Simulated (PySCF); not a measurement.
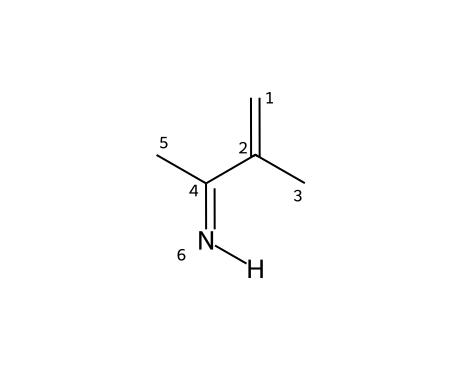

Skeletal drawing with numbered atoms; wedges and dashes mark any stereocentres. The configuration is that of a computed structure (PBE0-D3(BJ)/def2-SVP).

### Assign CIP descriptors.

C4=N6: Z.
